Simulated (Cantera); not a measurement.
Input: 1 mol Si, a varied amount of HF, at 923.15 K and 0.140 bar.

Equilibrium computed with Cantera from the NASA thermochemical tables; the gas is ideal and each condensed phase is pure. Candidate condensed phases: Si; 25 gas species. The tables' values for SiF3 are old estimates; treat these amounts as uncertain. Rates play no part.

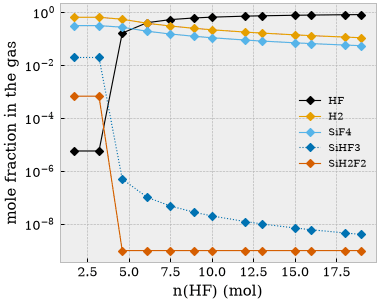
Equilibrium gas composition (values under 1e-9 drawn at 1e-9)

From 1.7 mol HF to 3.2 mol HF the condensed part is Si(s). From 4.6 mol HF to 19 mol HF nothing is condensed. The main Si-bearing gas is SiF4 throughout.
